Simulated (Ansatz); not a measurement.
Run report: CH5AlBF, nudged elastic band (part 2 of 2)

The same run, continued: CH5AlBF, SMILES [BH2][Al]([CH3])[F]; RKS LDA/def2-SVP (Ansatz 0.2.0). The run did not end well. One setting was made poor on purpose. It belongs to a series of runs on one base structure; here: band between the two ends.

Geometry of the input (Å):
```
B  -0.9370  1.6434  -0.9011
Al 0.0175  -0.1730  -0.5757
C  0.6609  -1.0481  1.0995
F  0.3129  -1.0846  -1.9383
H  -1.2544  2.0012  -1.9766
H  -1.2026  2.3933  -0.0360
H  -0.1346  -1.2551  1.8231
H  1.1261  -2.0123  0.8616
H  1.4111  -0.4647  1.6435
```

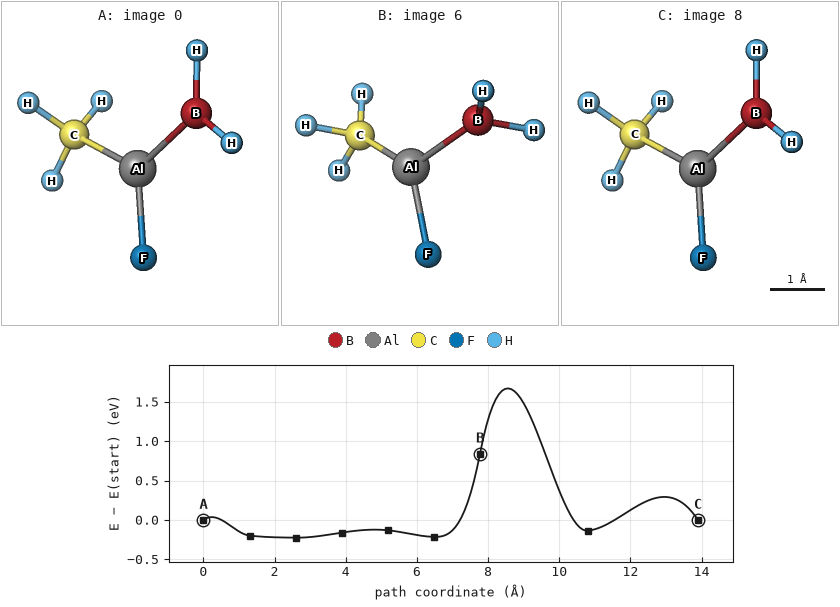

**Figure 1.** Images of the last band (counted from 0; ball-and-stick, seen at a tilt) above the energy along the path; the line is a cubic interpolation that uses the forces. The highest image is number 6, 0.842 eV above the start and 0.842 eV above the end; start and end have the same energy. The path is 13.89 Å long. The band had not converged after 60 iterations. The end points carry forces over 0.1 eV/Å, so they aren't fully relaxed minima and the barriers are approximate.

```
Unfinished report: {"positions_ang":[[-1.0324904321413582,1.698983071045751,-0.8429327555057018],[0.32570427293565907,0.24485821067584418,-0.402865649561034],[0.3113018887656922,-1.6288129644557532,-0.41131546627090665],[1.8142475066472337,0.9843641106691782,-0.4969169385684543],[-1.8822458433795397,2.443171181870113,-0.4155026375516643],[-0.7896567811244354,1.8656805012743274,-1.9918963446692568],[-0.21253765395245078,-2.41434703968048,-0.8824736996394249],[1.187316371023398,-2.205749510079625,-0.4014303840366758],[0.1501856612258008,-2.0031675713193535,0.5547138658031195]],"unchecked":["starts","cluster_reference","orbital_swaps","neighbouring_geometries","increment"],"mean_field":{"relativity":"none","state":{"energy":{"ev":-11037.727849144581,"hartree":-405.62901681541365},"converged":true,"gradient_ev":0.000012429431376916041,"stability":{"kind":"minimum","curvature_ev":50.414103055573584},"curvature_floor_ev":0.00030000000000000003,"spin_squared":3.552713678800501e-15},"others":[],"fillings":{"estimated":0,"unestimated":0,"tried":0,"untried":0,"excluded_magnetic_sites":0},"n_dropped_functions":0,"n_trapped_functions":0,"passes":{"evaluations":4,"products":23},"factors":{"origin":"density fitting in generated functions","count":943,"bound_ev":null},"gradient_stop_ev":0.00009,"reference_kind":"stationary","functional":{"name":"SPW92","citations":["Dirac, Proc. Camb. Phil. Soc. 26, 376 (1930) doi:10.1017/S0305004100016108","Slater, Phys. Rev. 81, 385 (1951) doi:10.1103/PhysRev.81.385","Perdew & Wang, Phys. Rev. B 45, 13244 (1992) doi:10.1103/PhysRevB.45.13244"],"text":"name \"SPW92\"\ncite \"Dirac, Proc. Camb. Phil. Soc. 26, 376 (1930) doi:10.1017/S0305004100016108\"\ncite \"Slater, Phys. Rev. 81, 385 (1951) doi:10.1103/PhysRev.81.385\"\ncite \"Perdew & Wang, Phys. Rev. B 45, 13244 (1992) doi:10.1103/PhysRevB.45.13244\"\nexchange = slater_x\ncorrelation = pw_c\n","final_grid":{"core_spheres":13.0,"valence_spheres":11.0,"degree":36.0},"final_grid_parameter_source":"default","radial_points_factor":1.0,"radial_grid_error_ev":2.4352219540683396e-10,"grid_sensitivity":"normal","grid_sensitivity_ratio":0.0},"unsmoothed_excess_ev":-0.00003759819410531355,"symmetry":{"irreps":["A"],"axes":[[0.10788938980282409,-0.25648720079518167,0.9605072594188065],[-0.8518484559690758,0.4742620722285,0.22232789952822135],[-0.5125564238511464,-0.8421934472992422,-0.16732038039385005]],"occupied":[{"A":19},{"A":19}]},"density_repulsion":{"missed_ev":0.0000465285676915899,"excess_ev":0.0000465285608761528,"most_excess_ev":0.000494,"are_drawn_again":false,"n_first_factors":943,"energy_change_ev":0.0,"n_dropped_ends":0},"direct_passes":"host"},"factors":{"origin":"density fitting in generated functions","count":943,"bound_ev":null},"n_frozen":0,"n_occupied":[19,19],"n_virtual":[66,66],"reference":{"ev":-11037.727849144581,"hartree":-405.62901681541365},"total":{"ev":-11037.727849144581,"hartree":-405.62901681541365},"forces_ev_per_angstrom":[[-0.3591454243953724,0.012842278242247367,0.6737849812820206],[0.051938149624705596,0.1433696942870797,-0.33927994087771635],[-0.027725473498662213,0.4930643177301246,-0.23611886989220415],[0.3697142939778755,0.09345392501453352,0.1883073375152215],[-0.10177216943429365,0.049540158374781894,0.24162546354242564],[0.058803733708794485,0.2648256407132006,-1.1230852815687622],[-2.0420639335283077,-0.6766259144973664,-1.7460377497633537],[3.254934941303013,-0.29333053061005315,-0.7277981872087463],[-1.2046841177532415,-0.08713956925237797,3.068602246974176]],"charge_distribution":{"dipole_moment_e_ang":[-0.2892250622906188,-0.31195118143552797,0.11988192288103605],"mulliken_charges_e":[-0.23151292399014078,0.6383351098208507,-0.3121144969172036,-0.31549370861272585,0.06153697002303371,0.04008816688480643,0.04482788022927531,0.03765941422529384,0.03667358833680612],"lowdin_charges_e":[-0.1054026858417938,0.1364440754208669,-0.15871461031311984,0.022988406017828922,0.007717260576894036,0.018363533363159767,0.02781280827005217,0.02505224307428333,0.025738969431792436]},"n_threads":1,"memory_gib":1.7045454550534487,"seconds":{"hamiltonian":1.385349931,"orbitals":0.0,"second_order":0.0,"solver_start":0.0,"cycles":0.0,"cycle":0.0,"perturbative":0.0,"full_ci_increment":0.0,"forces":0.0}}
this run last wrote the band of iteration 60 to [file]
Error: NEB band did not converge after 60 iterations: max|band force component| = 4.71e0 eV/Å (threshold 3.0e-2); raise `neb.max_iterations` in a new run, which can start from the last band evaluated (`neb.initial_path`, with `crystal.atoms` and `neb.final_atoms` set to its first and last images), add images, or start from endpoints closer to local minima. Where this run's directory can be resumed (`checkpoint.write`), a resume goes on for up to `neb.max_iterations` more; to start a new run from the last band, take its images' positions from the `neb_iteration` event of iteration 60 (`data.images[].positions_ang`), in the event stream of the run that computed that iteration (not this run's, if it was resumed behind it). With `checkpoint.write`, `steps/00-neb/state/checkpoint.json` in the run directory holds the last saved band, under `neb.evaluated.images[].positions_ang` (a band under a hybrid functional on support functions is neither saved nor resumed: `neb.initial_path` says where its path is): check the last entry of `neb.iterations` there, which is earlier than 60 if that iteration was not saved or its write failed. If the band's step has no `state` directory and holds `state.next`, a write was cut short, and the file is under `state.next` instead (behind a loss of power it can be under `state.prev`)
this run wrote the band of iteration 60 to [file] as well, whether or not its events were kept: a new run's `neb.initial_path` can list its `images[].positions_ang`
a run's events are kept only if it was started with --events-out <file>, and are in that file
```

**The last band as extended XYZ (Å, eV, eV/Å)**
```
9
Properties=species:S:1:pos:R:3:forces:R:3 image=0 energy=-11038.56989
B    -0.9370    1.6434   -0.9011    0.2535  -0.4792   0.0976
Al    0.0175   -0.1730   -0.5757    0.5046  -0.7808   0.9185
C     0.6609   -1.0481    1.0995   -0.3149   0.3900  -0.9828
F     0.3129   -1.0846   -1.9383    0.0413  -0.1334  -0.2187
H    -1.2544    2.0012   -1.9766   -0.2775   0.2897  -1.0196
H    -1.2026    2.3933   -0.0360   -0.2500   0.7260   0.8906
H    -0.1346   -1.2551    1.8231   -0.5284  -0.0238   0.3109
H     1.1261   -2.0123    0.8616    0.1949  -0.4297  -0.2027
H     1.4111   -0.4647    1.6435    0.3765   0.4413   0.2063
9
Properties=species:S:1:pos:R:3:forces:R:3 image=1 energy=-11038.76875
B    -0.9485    1.5995   -0.8685   -0.0003  -0.0024   0.0024
Al    0.1496   -0.1818   -0.5870    0.0090  -0.0013  -0.0008
C     0.5688   -1.0886    1.0722   -0.0051  -0.0032  -0.0026
F     0.7939   -0.8609   -1.9755    0.0281   0.0139  -0.0019
H    -1.9587    1.6562   -1.5543   -0.0437  -0.0210   0.0253
H    -0.6343    2.6642   -0.3543    0.0349   0.0167  -0.0192
H    -0.2975   -1.1781    1.7627   -0.0097   0.0049  -0.0035
H     0.9792   -2.1043    0.8883   -0.0092  -0.0054   0.0023
H     1.3474   -0.5063    1.6164   -0.0040  -0.0021  -0.0019
9
Properties=species:S:1:pos:R:3:forces:R:3 image=2 energy=-11038.79529
B    -0.8717    1.6352   -0.8607   -0.0019  -0.0009  -0.0027
Al    0.1410   -0.1913   -0.5975    0.0049   0.0022   0.0008
C     0.5712   -1.0767    1.0709   -0.0029  -0.0022  -0.0006
F     0.6074   -0.9800   -1.9995   -0.0010   0.0002   0.0001
H    -2.0876    1.7104   -0.9789   -0.0001   0.0015   0.0046
H    -0.3007    2.7174   -0.8880    0.0012  -0.0010  -0.0028
H    -0.3171   -1.6334    1.4465    0.0006  -0.0019  -0.0004
H     1.3903   -1.8152    0.9343    0.0015   0.0013   0.0002
H     0.8672   -0.3664    1.8728   -0.0024   0.0008   0.0007
9
Properties=species:S:1:pos:R:3:forces:R:3 image=3 energy=-11038.73111
B    -0.8634    1.6414   -0.8749    0.0182  -0.0159   0.0029
Al    0.2148   -0.1669   -0.5994    0.0040   0.0034   0.0273
C     0.5396   -1.0839    1.0756   -0.0408   0.0273  -0.0367
F     0.7886   -0.9294   -1.9745   -0.0286  -0.0183  -0.0103
H    -1.8440    1.9182   -0.1974   -0.0402  -0.0210  -0.0276
H    -0.5499    2.4935   -1.6927    0.0363   0.0213   0.0250
H    -0.3226   -1.7686    1.2552    0.0165   0.0043   0.0096
H     1.4558   -1.7105    1.0625    0.0158   0.0115  -0.0003
H     0.5810   -0.3939    1.9455    0.0188  -0.0127   0.0101
9
Properties=species:S:1:pos:R:3:forces:R:3 image=4 energy=-11038.70106
B    -0.9034    1.6183   -0.8880    0.0045  -0.0075  -0.0120
Al    0.3067   -0.1090   -0.5721    0.0349  -0.0245  -0.0057
C     0.4634   -1.1436    1.0605   -0.0352   0.0814  -0.0625
F     1.2462   -0.6179   -1.8632   -0.0253   0.0325   0.0591
H    -1.3294    2.2909    0.0421    0.0288   0.0076  -0.0087
H    -1.2271    2.0057   -2.0015   -0.0229  -0.0258   0.0163
H    -0.4724   -1.7093    1.2673   -0.0065  -0.0183   0.0028
H     1.3013   -1.8696    1.0248    0.0138  -0.0272   0.0048
H     0.6149   -0.4656    1.9300    0.0078  -0.0180   0.0058
9
Properties=species:S:1:pos:R:3:forces:R:3 image=5 energy=-11038.78504
B    -0.8956    1.6498   -0.9267    0.0394   0.0684   0.0467
Al    0.4684    0.0519   -0.7716   -0.1170   0.0154   0.0383
C     0.3240   -1.4269    0.4702    0.0668  -0.0812   0.0937
F     1.8177    0.1028   -1.7576    0.0491  -0.0052  -0.0214
H    -0.9148    2.5539   -0.0960    0.0031  -0.0351  -0.0589
H    -1.7434    1.7615   -1.8004   -0.0202  -0.0265  -0.0022
H    -0.5138   -2.1219    0.2405   -0.0182   0.0451  -0.0579
H     1.2569   -2.0324    0.4958   -0.0177   0.0288  -0.0055
H     0.1364   -1.0462    1.5005    0.0147  -0.0097  -0.0328
9
Properties=species:S:1:pos:R:3:forces:R:3 image=6 energy=-11037.72781
B    -1.0325    1.6990   -0.8429   -0.3591   0.0128   0.6738
Al    0.3257    0.2449   -0.4029    0.0519   0.1434  -0.3393
C     0.3113   -1.6288   -0.4113   -0.0277   0.4931  -0.2361
F     1.8142    0.9844   -0.4969    0.3697   0.0935   0.1883
H    -1.8822    2.4432   -0.4155   -0.1018   0.0495   0.2416
H    -0.7897    1.8657   -1.9919    0.0588   0.2648  -1.1231
H    -0.2125   -2.4143   -0.8825   -2.0421  -0.6766  -1.7460
H     1.1873   -2.2058   -0.4014    3.2549  -0.2933  -0.7278
H     0.1502   -2.0032    0.5547   -1.2047  -0.0871   3.0686
9
Properties=species:S:1:pos:R:3:forces:R:3 image=7 energy=-11038.70643
B    -0.6514    1.7776   -0.8179   -0.1609  -0.1823   0.1401
Al   -0.0787   -0.1786   -0.1997    0.0497  -0.0118  -0.0925
C     0.5892   -1.5720   -1.3698   -0.0672   0.0772   0.0431
F    -0.3667   -0.6449    1.3817   -0.0294   0.0400   0.0081
H    -1.1183    1.9023   -1.9450    0.0334   0.1298   0.0446
H    -0.6280    2.7710   -0.1045    0.0894   0.0165  -0.1334
H    -0.2571   -1.8601   -2.0378    0.0467  -0.0332   0.0043
H     1.4156   -1.2429   -2.0371   -0.0016  -0.0254   0.0322
H     0.9032   -2.4750   -0.8058    0.0398  -0.0109  -0.0465
9
Properties=species:S:1:pos:R:3:forces:R:3 image=8 energy=-11038.56944
B    -0.9370    1.6434   -0.9011    0.2520  -0.5022  -0.0153
Al    0.0175   -0.1730   -0.5757    0.4668  -1.0625  -0.5579
C     0.5898   -1.6114   -1.8365   -0.2751   0.7322   0.7774
F     0.3831   -0.5192    1.0121    0.0554  -0.0504   0.2518
H    -1.2544    2.0012   -1.9766   -0.2991   0.3259  -1.0463
H    -1.2026    2.3933   -0.0360   -0.2302   0.6838   0.8788
H     1.3200   -1.2799   -2.5825    0.3694   0.3261  -0.3655
H     1.0613   -2.4298   -1.2793    0.2029  -0.3268   0.3402
H    -0.2341   -2.0546   -2.4057   -0.5421  -0.1261  -0.2632
```

**Outcome**

```csv
quantity,value
outcome,not converged
"barrier, forward (band not converged)",0.842 eV
"barrier, backward",0.842 eV
wall time,7.5 min
peak memory,0.18 GiB
```

The run did not converge: “NEB band did not converge after 60 iterations: max|band force component| = 4.71e0 eV/Å (threshold 3.0e-2); raise `neb.max_iterations` in a new run, which can start from the last band evaluated (`neb.initial_path`, with `crystal.atoms` and `neb.final_atoms` set to its first and last images), add images, or start from endpoints closer to local minima …” Its last values are not results. A deliberately poor setting: ends not relaxed.
